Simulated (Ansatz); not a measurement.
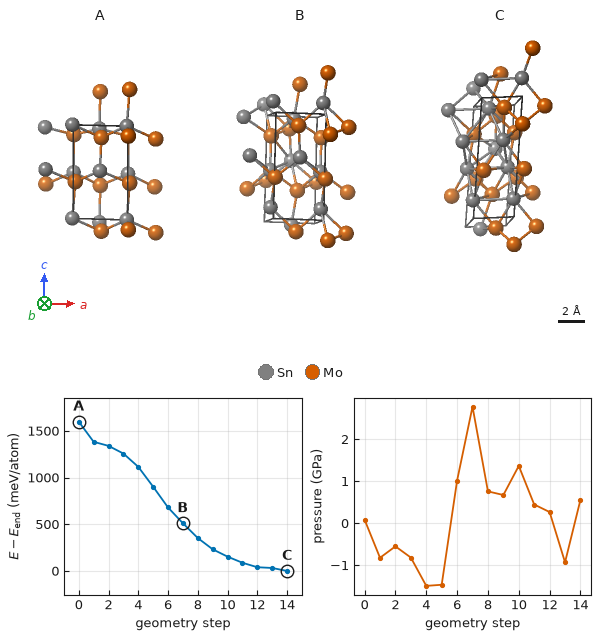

Frames of a relaxation of a crystal of SnMo (built on the zinc blende type) (coarse preliminary run), marked on the history of the run. Style: ball-and-stick. Shown: the cell of the calculation, along the b axis.

Computed with DFT PBE, scalar-relativistic, plane waves, PAW in Ansatz 0.2.0.

Input file:
```yaml
crystal:
  lattice:
    - [0.0006877164, 3.0214244622, 3.1230538123]
    - [6.2045005887, 3.0383063035, -3.1385602208]
    - [-6.3964604257, 3.2288907078, -3.3318954906]
  atoms:
    - { symbol: Sn, position: [-0.0195735846, 0.0079905746, 1.002021128] }
    - { symbol: Sn, position: [0.4782034214, 0.5149670528, 0.9664872194] }
    - { symbol: Sn, position: [0.487710306, -0.0063915274, 0.5160809858] }
    - { symbol: Sn, position: [0.0029385848, 0.5023252551, 0.4930185509] }
    - { symbol: Mo, position: [0.513920757, 0.1160543156, 0.872160992] }
    - { symbol: Mo, position: [0.0095395807, 0.6230312541, 0.8950756005] }
    - { symbol: Mo, position: [1.0334096591, 0.0985334501, 0.3939090378] }
    - { symbol: Mo, position: [0.4938512757, 0.6434896251, 0.3612464856] }
basis:
  ecutwfc: 420
kpoints:
  mp_grid: { grid: [6, 4, 4] }
hamiltonian:
  xc: pbe
scf:
  occupations: { method: gaussian, width: 0.1 }
output:
  forces: true
  stress: true
  eigenvalues: true
relax:
  adjacent_minimum: "off"
  f_tol: 0.015
  max_steps: 120
  cell: { stress_tol: 0.15 }
```

Run as
```bash
ansatz run input.yaml --threads 1 --pin off --max-ram 2560MiB --backend cpu --events-out ev --progress --plain --runs-dir out
```

Describe the path.

Answer. The run was cut off at its time limit before the relaxation converged, so the last structure is only a point on the way. Over 14 geometry steps the energy falls by 1599 meV per atom. The largest force component goes from 3.4 to 0.35 eV/Å. The pressure goes from 0.08 to 0.56 GPa. The largest move relative to the cell is that of Mo6, 1.64 Å along [0 1 −2]. By element the largest moves are Mo 1.64 Å, Sn 1.45 Å. The drawn cell changes as follows: a 4.345 → 3.264 Å (−24.9 %), b 7.588 → 5.414 Å (−28.7 %), c 7.902 → 9.961 Å (+26.1 %), α 108.9° → 112.2°, β 91.1° → 82.1°, γ 91.1° → 104.2°; the volume changes by −36.0 %. Some distances before and after: Sn2–Sn3 6.042 → 3.591 Å, Sn3–Mo6 5.164 → 2.932 Å, Sn1–Mo8 5.175 → 2.963 Å, Sn1–Mo8 (another image) 5.027 → 2.841 Å. New bonds form, among them: Mo5–Mo6 (4.36 → 2.58 Å), Mo5–Mo6 (4.40 → 2.52 Å), Mo7–Mo8 (3.96 → 2.51 Å), Mo7–Mo8 (4.07 → 2.71 Å). Bonds break, among them: Sn1–Mo6 (2.77 → 3.81 Å), Sn3–Mo8 (2.54 → 3.93 Å). Bond angles that change, for instance: Mo6–Sn2–Mo6 124.7° → 67.3°, Sn2–Mo6–Sn2 124.7° → 67.3°, Mo6–Sn2–Mo8 103.3° → 149.4°. The space group stays P1 (No. 1). From step 0 to 7: Mo6 moves most (1.07 Å), volume −21.4 %, energy −1088 meV per atom. From step 7 to 14: Sn3 moves most (0.73 Å), volume −18.5 %, energy −511 meV per atom.
